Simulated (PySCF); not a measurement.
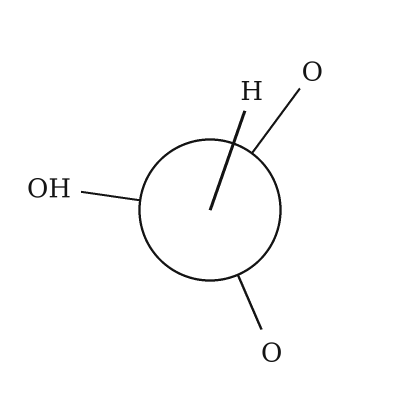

A Newman projection along the O–Nb bond, oxygen in front; angles are drawn as computed, but eclipsed bonds slightly apart. The species has charge −1 and is a spin singlet. The computed structure is the end point of a PBE0-D3(BJ)/def2-SVP optimisation. No frequency run is at hand to confirm it as a minimum.

Q: Which molecule is it?

A: H2NbO4 (charge −1), [O]=[Nb-](=[O])([OH])[OH]

Q: What is the torsion angle from the front H to the back OH? The sign is positive where the front bond must turn clockwise to cover the back bond.

A: −101°, anticlinal.
